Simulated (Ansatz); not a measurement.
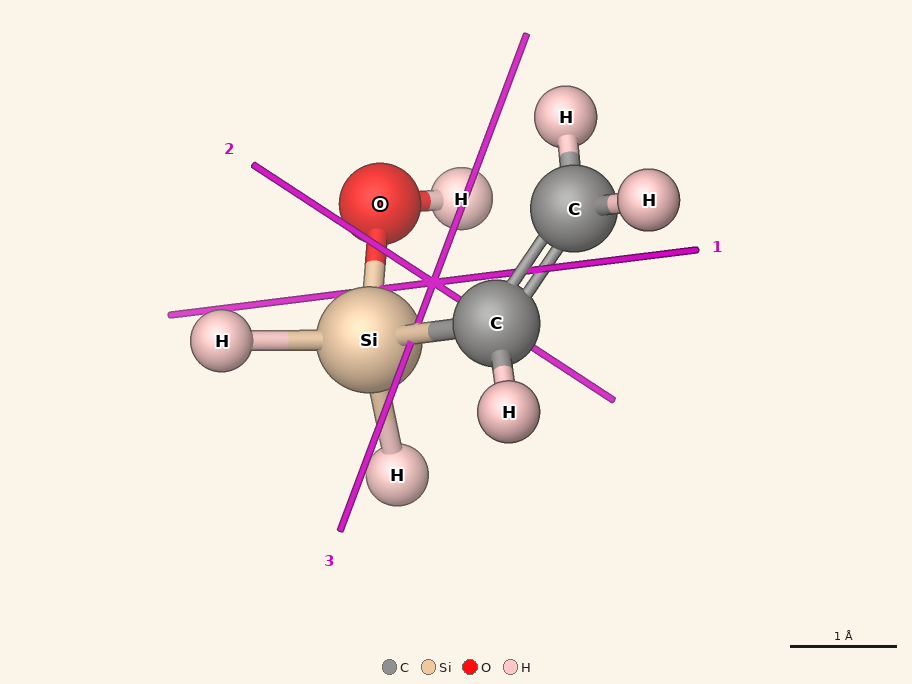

The three principal axes of inertia are drawn and numbered. Atoms fade into the background with distance from the viewer. Computed geometry: PBE0-D4/def2-TZVP optimisation. No frequency run is at hand to confirm it as a minimum. Masses are those of the most abundant isotopes; constants are for the rigid equilibrium geometry.

> Which line is the a axis (least moment of inertia), which b and which c?

a is line 1, b is line 3, c is line 2; the moments are 45.4, 121, 159 u Å².

> Classify the rotor and give the rotational constants (GHz).

An asymmetric top (C1): A = 11.1, B = 4.17, C = 3.17 GHz. Ray's parameter κ is −0.75, nearer the prolate limit.
